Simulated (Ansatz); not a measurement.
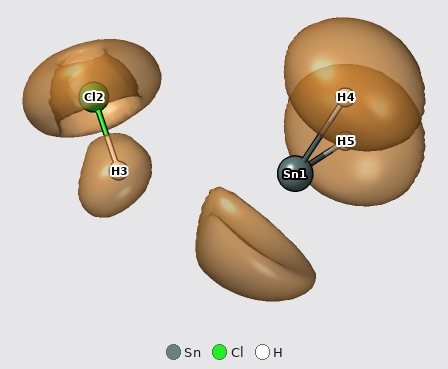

H$_{2}$Sn···HCl. Isosurface of the ELF at 0.85 (orange), seen from one side. Only the valence region is drawn (cores and ρ < 0.01 e/Å³ removed).

Core potentials replace the inner electrons of Sn; not at a stationary point (largest force 1.0 eV/Å).

Level of theory: Ansatz 0.2.0, RKS PBE/def2-SVP.

```xyz
5

Sn   -0.0208    0.0000   -0.8125
Cl    1.9552    0.0000    2.2019
H     2.3528    0.0000    0.9214
H    -1.2473    1.2783   -0.5212
H    -1.2473   -1.2783   -0.5212
```

> What do the ELF domains correspond to?

The ELF exceeds this value in three regions around hydrogen nuclei, one lobe on Sn, pointing away from the bonds (lone pairs) and one region wrapped around Cl (its valence shell). Profiles from the grid: Sn1···H3 (2.94 Å): the ELF dips to about 0.05 between them. Cl–H (1.34 Å): the ELF climbs to about 1 towards the hydrogen, as it does in any bond to H (a covalent bond by its length).
